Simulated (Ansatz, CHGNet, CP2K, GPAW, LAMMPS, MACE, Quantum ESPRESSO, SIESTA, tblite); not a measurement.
# Codes compared on amorphous carbon (100 atoms)

How near do other programs and methods come to a plane-wave reference for amorphous carbon (100 atoms)? A plane-wave run serves as the reference.

Calculated with Ansatz 0.2.0; Kohn-Sham DFT, PBE, PAW, plane waves.

## Step 1: The starting structure

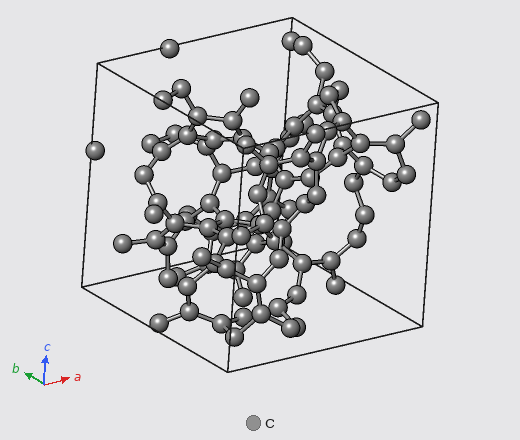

The cell as given, slightly off an axis (carbon grey). Bonds to atoms that aren't drawn are left out. Some periodic images of atoms are drawn too.

The cell holds 100 atoms: 100 C. Cell: a = 10.470 Å, b = 10.470 Å, c = 10.470 Å, α = 90.0°, β = 90.0°, γ = 90.0°. 100 atoms (100 C) placed at random at 1.74 g/cm³, melted at 5500 K for 10 ps at fixed volume with the LCBOP (Los and Fasolino, Phys. Rev. B 68, 024107 (2003)). Quenched from 5500 K to 300 K at 100 K/ps and fixed volume, held 5 ps.

## Step 2: The reference run

The PAW files are the set soft_2.

Input file input.yaml:

```yaml
crystal:
  lattice:
    - [10.4695, 0.0, 0.0]
    - [0.0, 10.4695, 0.0]
    - [0.0, 0.0, 10.4695]
  atoms:
    - { symbol: C, position: [0.46867, 0.08807, 0.66176] }
    - { symbol: C, position: [0.29458, 0.56485, 0.37092] }
    - { symbol: C, position: [0.269, 0.79303, 0.20754] }
    - { symbol: C, position: [0.25985, 0.93802, 0.6112] }
    [... 90 atom lines left out ...]
    - { symbol: C, position: [0.70596, 0.44872, 0.17146] }
    - { symbol: C, position: [0.85298, 0.44789, 0.15358] }
    - { symbol: C, position: [0.78627, 0.80747, 0.31027] }
    - { symbol: C, position: [0.84226, 0.49023, 0.79639] }
    - { symbol: C, position: [0.43704, 0.74674, 0.38123] }
    - { symbol: C, position: [0.27522, 0.7817, 0.06615] }
kpoints:
  mp_grid: { grid: [1, 1, 1] }
hamiltonian:
  xc: pbe
scf:
  occupations: { method: fermi_dirac, width: 0.05 }
output:
  forces: true
  eigenvalues: true
  populations: true
  stress: true
```

The run is started by

```
ansatz run input.yaml --threads 8 --pin off --max-ram 15872MiB --backend cpu --events-out ev --progress --plain --runs-dir out
```

Numbers of over 12 decimals in the logs are rounded to 6 here.

What it wrote:

```text
[...]
Pseudopotentials: kind: paw
Pseudopotential: C, paw, valence charge 4, recommended cutoff 420 eV (normal), C.paw.azcp
[... 5 lines on functional and potentials left out ...]
Crystal: 100 atoms, lattice volume = 1147.566 Å³
Basis set: ecut = 420 eV, 22575 PW (Γ), exchange–correlation on 144×144×144 points (8 copies of the dense FFT grid, shifted against one another)
Bands: 300, of which v1, the nominal top of the filled ones, is band 200 counted from 1 (199 counted from 0)
Symmetry: 1 space group operations
Space group: P1 (ITA 1), of the structure as read, at distance tolerance 1.0e-4 Å
k-points: 1
[... 3 lines on functional and potentials left out ...]
Initial density: superposition of atomic densities (neutral atoms: chi_scale 0, normalization atom), corrected by the library's trained network
Initial wavefunctions: pseudopotential atomic-orbital guess
[...]
SCF iter   1: F=—  HF=-24991.254436 eV  |F-HF|=—  |Δ(HF+E_count)|=         —  Δρ=1.59e-2  dr2=5.05e0  ethr=1.77e-3  ⟨swp⟩=6.0  Hψ=1325  notcnv=0  defer=58
preconditioner: auto → LDOS  [insulator: Δε(μ)=0.142 eV  Ē_g=13.193 eV  σ=0.050 eV  W_gap=0.61  n_scr=250 (ndim 8)  ℏωp=21.9 eV  f_vac=0.176  D(μ)=18.43/eV (n_scr^D=92)  ε∞_Penn≈3.8  β→1.0]
[...]
SCF iter   9: F=—  HF=-24990.655282 eV  |F-HF|=—  |Δ(HF+E_count)|=   2.01e-8  Δρ=6.63e-6  dr2=7.36e-7  ethr=1.10e-9  ⟨swp⟩=2.0  Hψ=330  notcnv=0  defer=72
SCF iter  10: F=-24990.655282 eV  HF=-24990.655282 eV  |F-HF|=6.09e-8  |Δ(HF+E_count)|=   2.62e-8  Δρ=2.37e-6  dr2=9.22e-8  ethr=2.50e-11  ⟨swp⟩=19.0  Hψ=1930  notcnv=0
SCF 1 converged in 10 iterations: F = -24990.655282 eV  dr2 = 9.22e-8
[...]
SCF converged after 10 iterations
Free energy (F): -24990.655282 eV
Harris-Foulkes:  -24990.655282 eV  (|F-HF|=6.09e-8)
Internal energy: -24990.410743 eV  (E = F + TS)
E sigma→0 (E₀):  -24990.533013 eV
Entropy (-TS):   -0.244540 eV (-2.445 meV/atom)
Fermi energy:    4.231964 eV
--- Per-component energies (eV) ---
[...]
Σ components = -24990.655282   (vs F -24990.655282, Δ=0.00e0)
--- Forces (eV/Å), atoms counted from 1 ---
  atom   1  C      0.09685221     1.46550916    -0.79771735
  atom   2  C      2.11245938     0.79162004    -0.11920772
  atom   3  C     -0.05380592    -0.84967268    -1.88988624
  atom   4  C      3.39995120     0.03601600     0.42751099
[...]
atom 100  C     -0.27500067    -0.95865104    -3.60321431
  max |Σ_I F_I| component: 9.70e-5 eV/Å
--- Stress (GPa, compression-positive) ---
      -16.329834      -2.544065      -2.966542
       -2.544066     -10.984468      -1.631273
       -2.966541      -1.631274     -13.653482
  P = ⅓ Tr σ = -13.6559 GPa (-136.559 kbar)
--- Band table (eV) ---
  k-point 0: bands = ["-14.9056", "-14.5743", "-14.3826", "-14.2270", [... 284 levels ...], "12.3555", "12.3991", "12.4726", "12.5616", "12.5645", "12.6471", "12.6747", "12.7418", "12.7898", "12.8307", "12.8599", "12.8945"]
--- Löwdin populations: 100 sites ---
  site symbol       q [e]
     0      C      3.9559
     1      C      3.9800
     2      C      4.0119
[...]
99      C      3.9601
  spilling = 0.009528 (of n_electrons = 400.000000)
```

It took 6.3 s on 8 threads of Arm Neoverse V2, shared host; peak memory 1.3 GiB; 45 s of CPU time.

Numbers from this run:

```yaml
free_energy: -24990.6553 eV
free_energy_per_atom: -249.9066 eV/atom
scf_cycles: 10
pressure: -13.66 GPa
r_m_s_force_component: 1.425 eV/Å
longest_force: 5.513 eV/Å
fermi_energy: 4.232 eV
levels_partly_filled_by_over_2_per_cent: 6
spilling_of_the_projection: 0.009528
```

Neighbours are counted within 1.85 Å (C-C).

Length of the force by element and coordination:

| element | coordination | atoms | mean length of the force (eV/Å) | spread | least | most |
| --- | --- | --- | --- | --- | --- | --- |
| C | all | 100 | 2.23 | 1.05 | 0.281 | 5.51 |
| C | 2 | 8 | 1.32 | 0.663 | 0.548 | 2.45 |
| C | 3 | 92 | 2.31 | 1.04 | 0.281 | 5.51 |

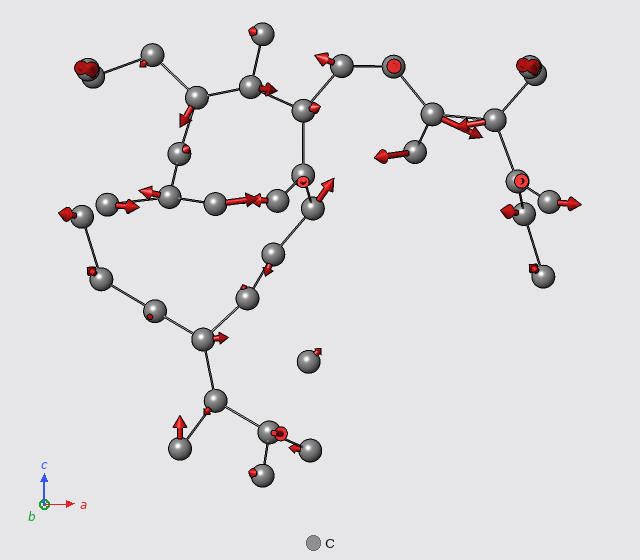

Forces as arrows; the longest in the cell is 5.51 eV/Å. Drawn is a slice 4 Å thick, seen along the normal of the ac plane. Bonds to atoms that aren't drawn are left out.

The mean of these charges, 0.038 e, is only the charge that the projection spills.

Löwdin charges by element and coordination (they lack the spilled electrons, 0.038 e an atom on average):

| element | coordination | atoms | mean charge (e) | spread | least | most |
| --- | --- | --- | --- | --- | --- | --- |
| C | all | 100 | 0.0381 | 0.0276 | -0.0771 | 0.0993 |
| C | 2 | 8 | 0.0513 | 0.0306 | 0.0118 | 0.0993 |
| C | 3 | 92 | 0.037 | 0.027 | -0.0771 | 0.0909 |

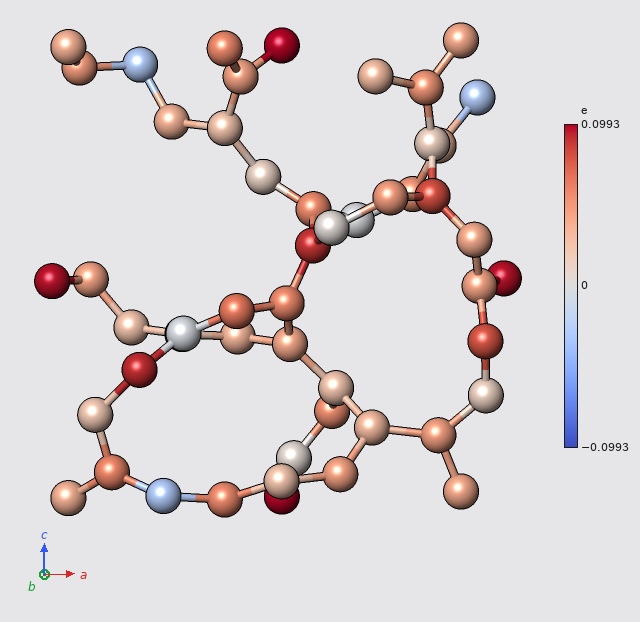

Atoms coloured by Löwdin charge. Drawn is a slice 4 Å thick, seen along the normal of the ac plane.

The levels nearest the highest filled one (over half full), pooled over k-points and spins:

| level less the highest filled one (eV) | occupation |
| --- | --- |
| -0.325 | 2.00 |
| -0.217 | 1.99 |
| -0.168 | 1.98 |
| -0.0957 | 1.90 |
| -0.0445 | 1.75 |
| 0 | 1.49 |
| 0.108 | 0.501 |
| 0.150 | 0.253 |
| 0.184 | 0.137 |
| 0.404 | 0.002 |
| 0.418 | 0.001 |
| 0.504 | 0 |

## Step 3: The ladder

The programs:
- CHGNet: machine-learned potential, published weights.
- CP2K 2026.2: Gaussian basis with GTH pseudopotentials and a plane-wave density; labels give functional, basis (MOLOPT sets; SR short-range, UZH the newer set with its own potentials), grid cutoff/relative cutoff and solver (OT: orbital transformation; TRS4, TC2, SIGN: linear-scaling purification with its sparsity filter), or its built-in tight binding.
- GPAW 26.7.0: PAW with atomic orbitals (LCAO), plane waves or a real-space grid of spacing h.
- MACE: machine-learned potential, published weights.
- Quantum ESPRESSO 7.5: plane waves; labels (QE) give functional, pseudopotential set and cutoffs of waves/density.
- SIESTA 5.4.2: numerical atomic orbitals, whose automatically made sets are far from complete, with PseudoDojo norm-conserving potentials that we converted to its format (checked against plane waves on the same files for H, C, O, Si, Ge and Ca alone); labels give functional, basis size, energy shift and mesh cutoff.
- tblite 0.8.0: extended tight binding, driven from Python.

All use the same cell and atoms; the electronic-structure runs use the same k-mesh, and an electronic temperature of 580 K (0.05 eV) where levels are smeared.

Differences are against the plane-wave reference, forces as r.m.s. over components; share is that over the reference's r.m.s. force, slope the least-squares factor from reference forces to these. Total energies of different programs have different zeros and aren't compared.

| run | Δ force, r.m.s. (meV/Å) | share (%) | slope | Δ pressure (GPa) | cores | CPU time | memory (GiB) |
| --- | --- | --- | --- | --- | --- | --- | --- |
| reference | - | - | - | - | 8 | 45 s | 1.3 |
| CHGNet 0.3.0 potential | 877 | 61.5 | 0.530 | 0.801 | 1 | 3.7 s | 1.8 |
| CP2K PBE, DZVP-MOLOPT-SR, 450/20 Ry, diagonalisation (coarse) | 48.5 | 3.40 | 1.013 | 0.756 | 4 | 3.6 min | 2.8 |
| CP2K PBE, DZVP-MOLOPT-SR, 450/50 Ry, diagonalisation | 39.8 | 2.79 | 1.011 | 0.444 | 4 | 5.2 min | 2.8 |
| CP2K PBE, DZVP-MOLOPT-SR, 630/50 Ry, diagonalisation | 39.8 | 2.79 | 1.011 | 0.443 | 4 | 7 min | 4.0 |
| CP2K PBE, SZV-MOLOPT-SR, 450/50 Ry, diagonalisation (coarse) | 517 | 36.3 | 1.304 | 5.19 | 1 | 3 min | 1.8 |
| CP2K PBE, TZVP-MOLOPT, 450/50 Ry, diagonalisation | 23.6 | 1.66 | 1.002 | 0.429 | 4 | 68 min | 3.4 |
| CP2K TPSS, PBE potentials, DZVP-MOLOPT-SR, 450/50 Ry, diagonalisation | 64.7 | 4.54 | 1.035 | 0.831 | 4 | 13 min | 2.9 |
| CP2K revPBE, PBE potentials, DZVP-MOLOPT-SR, 450/50 Ry, diagonalisation | 39.5 | 2.77 | 1.015 | 1.19 | 4 | 5.1 min | 2.8 |
| GPAW PBE, LCAO dzp, h 0.2 Å | 164 | 11.5 | 1.020 | - | 2 | 3.3 min | 1.4 |
| GPAW PBE, LCAO szp(dzp), h 0.2 Å (coarse) | 409 | 28.7 | 1.020 | - | 1 | 2.1 min | 0.89 |
| GPAW revPBE, LCAO dzp, h 0.2 Å | 189 | 13.3 | 1.023 | - | 2 | 3.2 min | 1.4 |
| MACE MP-0b2 small potential | 843 | 59.1 | 0.466 | 4.80 | 1 | 5.3 s | 0.67 |
| MACE MPA-0 medium potential | 803 | 56.4 | 0.508 | 3.17 | 1 | 7 s | 1.2 |
| QE PBE, sssp-1.3.0-efficiency, 20/160 Ry (coarse) | 347 | 24.3 | 1.046 | -28.4 | 2 | 2 min | 0.89 |
| QE PBE, sssp-1.3.0-efficiency, 45/360 Ry | 5.54 | 0.389 | 1.001 | 0.0379 | 2 | 5.2 min | 2.8 |
| SIESTA PBE, DZ, shift 0.01 Ry, mesh 300 Ry (coarse) | 278 | 19.5 | 1.079 | 5.94 | 1 | 1.7 min | 0.74 |
| SIESTA PBE, DZP, shift 0.01 Ry, mesh 300 Ry | 230 | 16.2 | 1.034 | 4.86 | 2 | 5.2 min | 1.5 |
| SIESTA PBE, DZP, shift 0.02 Ry, mesh 300 Ry | 190 | 13.3 | 1.034 | 0.980 | 2 | 3.3 min | 1.2 |
| SIESTA PBE, SZ, shift 0.01 Ry, mesh 300 Ry (coarse) | 892 | 62.6 | 1.120 | 23.9 | 1 | 78 s | 0.61 |
| tblite GFN1-xTB | 276 | 19.4 | 1.048 | -5.84 | 1 | 2.1 s | 0.11 |
| tblite GFN2-xTB | 272 | 19.1 | 1.030 | -8.21 | 1 | 7.2 s | 0.12 |

Rows marked coarse were listed beforehand as settings not expected to be converged; some can still land near the reference.

Times of the machine-learned potentials are mostly Python's start and the loading of weights.

CPU time is summed over cores on a shared host, where runs went side by side, so it is rough. Symmetry, cutoffs, thresholds, outputs and thread counts weren't matched or tuned between programs; memory under MPI is the largest rank's times the ranks.

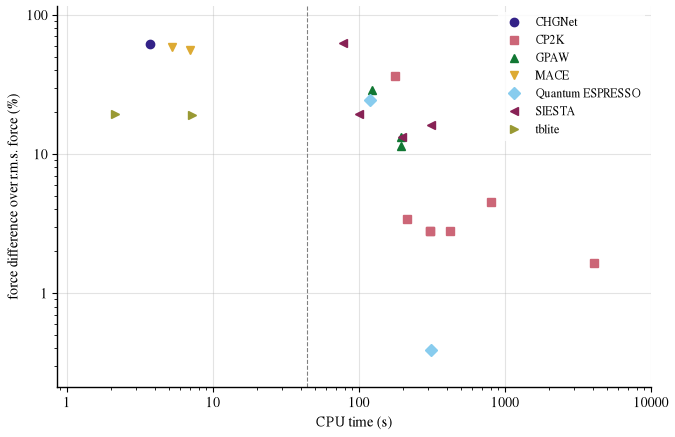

Force difference against CPU time; the dashed line marks the reference's time.

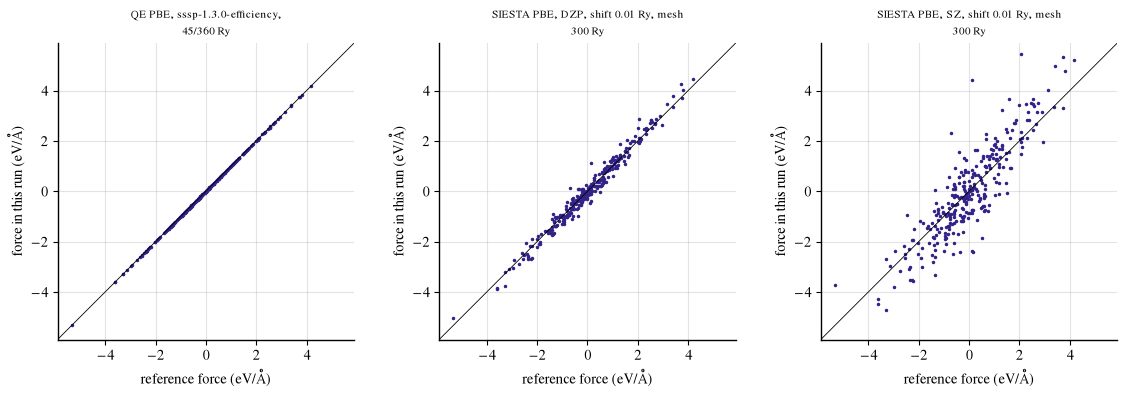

Force components against those of the reference; the line marks equality.

Runs without a result: CP2K SCC-DFTB, diagonalisation (not converged, the SCF not settling); CP2K GFN1-xTB, diagonalisation (not converged, the SCF not settling).

Within one program, basis, potentials and functional, energies share a zero. Each run against its twin at the usual cutoff or grid and solver:

| run | twin | Δ energy (meV/atom) | Δ force, r.m.s. (meV/Å) | CPU time over the twin's |
| --- | --- | --- | --- | --- |
| CP2K PBE, DZVP-MOLOPT-SR, 450/20 Ry, diagonalisation | DZVP-MOLOPT-SR, 450/50 Ry, diagonalisation | -4.07 | 26.4 | 0.69 |
| CP2K PBE, DZVP-MOLOPT-SR, 630/50 Ry, diagonalisation | DZVP-MOLOPT-SR, 450/50 Ry, diagonalisation | 0.0013 | 0.68 | 1.4 |
| QE PBE, sssp-1.3.0-efficiency, 20/160 Ry | sssp-1.3.0-efficiency, 45/360 Ry | 863 | 344 | 0.38 |

## Step 4: Outcome

* reference r.m.s. force component: 1.43 eV/Å
* nearest in forces: QE PBE, sssp-1.3.0-efficiency, 45/360 Ry, 0.39 %
* farthest in forces: SIESTA PBE, SZ, shift 0.01 Ry, mesh 300 Ry (coarse), 63 %
* cheapest electronic-structure run beside the reference: tblite GFN1-xTB, 2.1 s of CPU time

What this shows: PBE on plane waves or a grid with other potentials, cutoffs or grids, coarse settings apart, differs from the reference by 0.39 % (QE PBE, sssp-1.3.0-efficiency, 45/360 Ry) of the r.m.s. force; this holds the reference's own error, so differences of a few per cent don't tell which side is nearer the exact PBE result (QE's 45 Ry are 612 eV, against the reference's 420 eV). The PBE runs in local orbitals, coarse settings apart, differ by 1.7 % (CP2K PBE, TZVP-MOLOPT, 450/50 Ry, diagonalisation) to 16 % (SIESTA PBE, DZP, shift 0.01 Ry, mesh 300 Ry); basis, grid and potentials can all enter. Tight binding differs by 19 % in each run; it is another model, with fitted parameters of its own, and the xTB methods hold dispersion. Machine-learned potentials differ by 56 % (MACE MPA-0 medium potential) to 62 % (CHGNet 0.3.0 potential); they were trained on other programs' data. The cause of differences this large wasn't tested. Among those trained on PBE data the slope goes as low as 0.47, with a correlation of 0.88, so directions differ as well as sizes. Rows with another functional or a dispersion term differ by 2.8 % (CP2K revPBE, PBE potentials, DZVP-MOLOPT-SR, 450/50 Ry, diagonalisation) to 13 % (GPAW revPBE, LCAO dzp, h 0.2 Å), which mixes the change of model with differences of basis and potentials, some of them made for another functional. Runs with settings chosen to be coarse differ by 3.4 % (CP2K PBE, DZVP-MOLOPT-SR, 450/20 Ry, diagonalisation) to 63 % (SIESTA PBE, SZ, shift 0.01 Ry, mesh 300 Ry), their programs' other errors included. Of the electronic-structure runs that take under half the reference's CPU time, tblite GFN2-xTB is among the nearest, at 19 % in 7.2 s against 45 s; its pressure misses by -8.2 GPa. CP2K PBE, SZV-MOLOPT-SR, 450/50 Ry, diagonalisation stiffens the forces by a factor of 1.30 while following their directions (correlation 0.989); the slopes of the 7 CP2K runs lie between 1.00 and 1.30. In pressure, QE PBE, sssp-1.3.0-efficiency, 20/160 Ry misses by -28.4 GPa, at the same functional; a cutoff this low leaves a large Pulay stress. In the reference: counting bands leaves a spacing of only 0.11 eV (at Γ alone), which the smearing bridges: 6 levels are partly filled by over 2 %, so a gap, if any, is small at this level. In the reference: Löwdin charges run from -0.08 to +0.10 e, about a mean that is the spilled charge alone. Periodic xTB results under one method name differ between programs and library versions. Machine-learned potentials mimic data converged in k, so the reference's own k-point error enters their differences. The quench rate of 100 K/ps is many orders above laboratory rates, so the cell is likely richer in defects and strain than a real sample. The network of bonds at the start is that of the classical potential that made the cell, and needn't be the one that DFT or experiment would give. The reference's stress is far from hydrostatic: its diagonal is -16.3, -11.0, -13.7 GPa, compression counted positive. The electronic-structure runs sample only Γ, in a cell whose shortest periodic width is 10 Å, which is coarse for a cell with partly filled levels.

[Also dropped from logs without a mark: logging warnings of Python, and SIESTA's first energy breakdown and zero terms.]

[Logs are printed without paths, hosts, clocks, repeated set-up lines and the standing remarks that a program may print on its own settings, such as how far it seeks lower states.]

[Hosts, paths, dates, database ids (printed as entryN), source tags and the programs' standing remarks are cut or masked in the printed files.]
